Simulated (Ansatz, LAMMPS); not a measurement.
## Glassy 25SiO2-50B2O3-12CaO-12Na2O (mol %) (62 atoms): a reference run and its variants

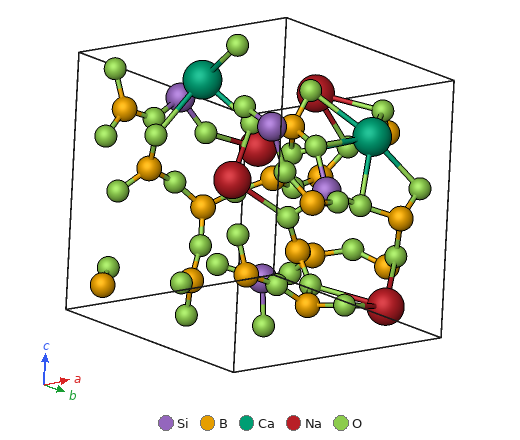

The cell (silicon purple, boron orange, calcium teal, sodium red, oxygen green).

Density of this cell: 2.28 g/cm³. The cell holds 62 atoms: 4 Si, 16 B, 2 Ca, 4 Na and 36 O. Its edges and angles: a = 9.092 Å, b = 9.092 Å, c = 9.092 Å, α = 90.0°, β = 90.0°, γ = 90.0°. 62 atoms (4 Si, 16 B, 2 Ca, 4 Na, 36 O) placed at random at 2.2 g/cm³, melted at 3000 K for 20 ps at fixed volume with the Buckingham and Coulomb pair potential of Guillot and Sator (Geochim. Cosmochim. Acta 71, 1249 (2007)) with the boron terms of Wang et al. (J. Non-Cryst. Solids 498, 294 (2018)). Quenched from 3000 K to 300 K at 20 K/ps and fixed volume, held 10 ps at zero pressure.

Geometry: as built.

Reference run: Kohn-Sham DFT, PBE, PAW (set soft_2), plane waves (Ansatz 0.2.0), cutoff 750 eV, Γ point, fixed occupations.

```
r.m.s. force component                           : 1.193 eV/Å
gap (highest filled to lowest empty level) : 1.447 eV
SCF cycles                                       : 10
time                                             : 12 s on 4 threads of Arm Neoverse V1, shared host
```

Q: Estimate how much each variant changes the results, and its time and memory.
- support functions medium
- support functions low
- support functions medium, radius 3.45 Å
- support functions medium, radius 3.74 Å
- support functions medium, radius 3.98 Å

Each row is set against the run with plane waves at 750 eV (Kohn-Sham DFT, PBE, PAW (set soft_2), plane waves; r.m.s. force component 1.19 eV/Å). Energies are set beside the reference only for runs with its functional, potentials and electron count. Times are for 4 threads of Arm Neoverse V1, shared host.

```csv
run,"Δ force, r.m.s. (meV/Å)",share of r.m.s. force (%),Δ energy (meV/atom),Δ gap (eV),cycles,time,host memory (GiB)
reference,-,-,-,-,10,12 s,1.7
support functions medium,0.267,0.0224,-0.784,-6.0e-4,14,93 s,2.7
support functions low,0.319,0.0267,-0.783,-6.0e-4,13,83 s,2.6
"support functions medium, radius 3.45 Å",0.306,0.0256,-0.784,-5.0e-4,14,87 s,2.5
"support functions medium, radius 3.74 Å",0.242,0.0203,-0.784,-5.0e-4,14,1.8 min,2.9
"support functions medium, radius 3.98 Å",0.207,0.0173,-0.784,-5.0e-4,14,2.2 min,3.3
```

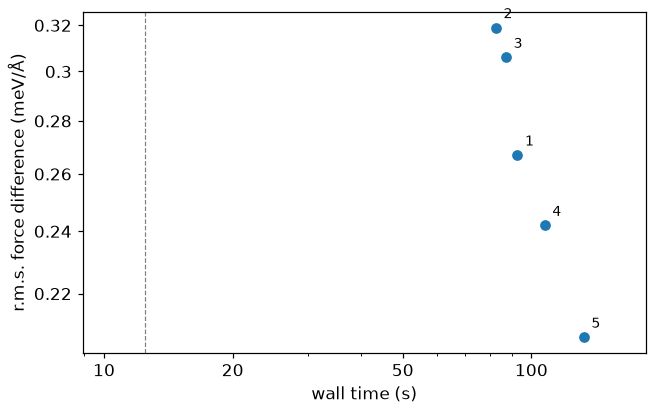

Force difference from the reference against wall time; the dashed line marks the reference's time. Points: 1 support functions medium; 2 support functions low; 3 support functions medium, radius 3.45 Å; 4 support functions medium, radius 3.74 Å; 5 support functions medium, radius 3.98 Å.

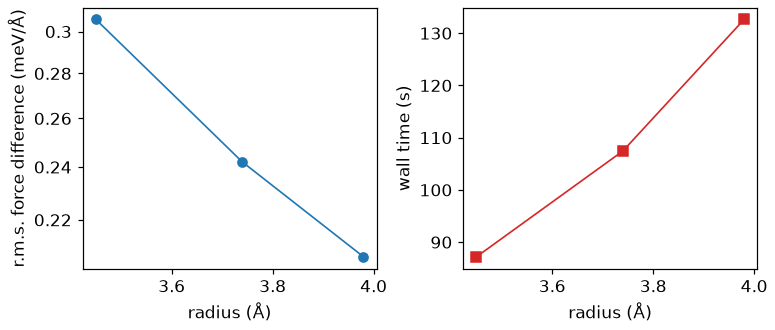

Force difference and time against the radius.

Among numerical settings the force difference runs from 0.21 meV/Å (support functions medium, radius 3.98 Å) to 0.32 meV/Å (support functions low). At 62 atoms the fastest of the runs at a preset level, support functions low, takes 6.6 times the time of plane waves, in 13 SCF cycles against 10. Differences between support functions and plane waves include what basis error the plane-wave run still has. As the radius goes from 3.45 to 3.98 Å, the force difference goes from 0.31 to 0.21 meV/Å, and the time from 87 s to 2.2 min. 

[Logs are printed without paths, hosts, clocks, repeated set-up lines and the standing remarks that a program may print on its own settings, such as how far it seeks lower states.]

[Hosts, paths, dates, database ids (printed as entryN), source tags and the programs' standing remarks are cut or masked in the printed files.]
